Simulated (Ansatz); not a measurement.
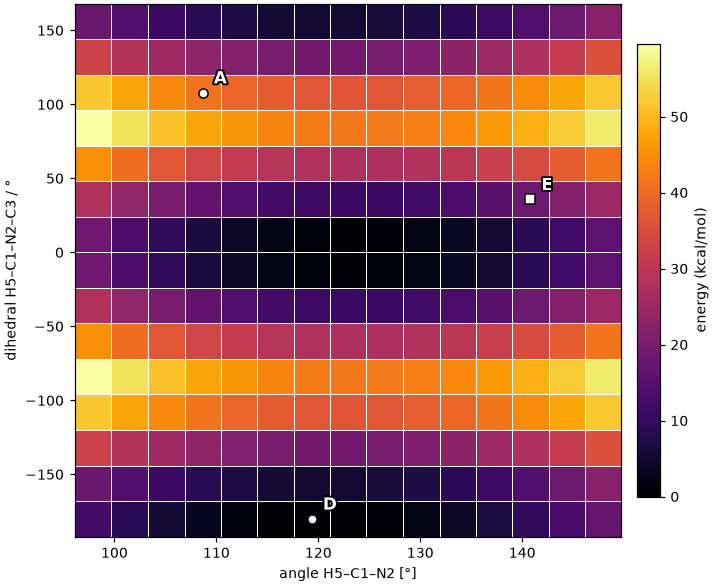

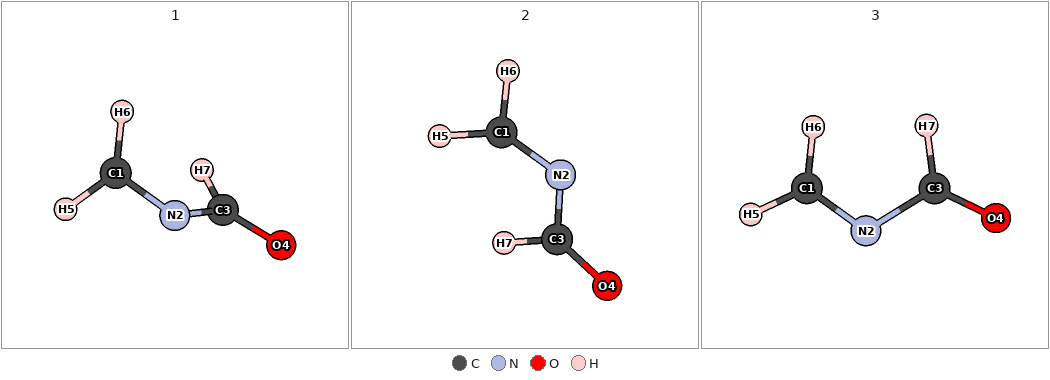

C₂H₃NO, SMILES C=NC=O. 
- The first coordinate is: angle H5–C1–N2; the second: dihedral H5–C1–N2–C3.
- Nothing is relaxed (all other coordinates rigid).
- The scan uses a 15 × 15 grid.
- All energies are given in kcal/mol relative to the lowest grid point.
- The restricted reference is unstable at some or all points, so the energies there are unreliable.
- Level of theory: RHF-MP2, frozen core/def2-TZVP in Ansatz.

In the figure: one coloured cell a grid point, lettered points. The numbered pictures are the structures at these points, in random order.

Question: Which structure belongs to which point?

Answer: A is structure 1: angle H5–C1–N2 = 108.7°, dihedral H5–C1–N2–C3 = 108°, 41.2 kcal/mol; D is structure 3: angle H5–C1–N2 = 119.4°, dihedral H5–C1–N2–C3 = −180°, 0.0 kcal/mol; E is structure 2: angle H5–C1–N2 = 140.8°, dihedral H5–C1–N2–C3 = 36°, 18.1 kcal/mol.
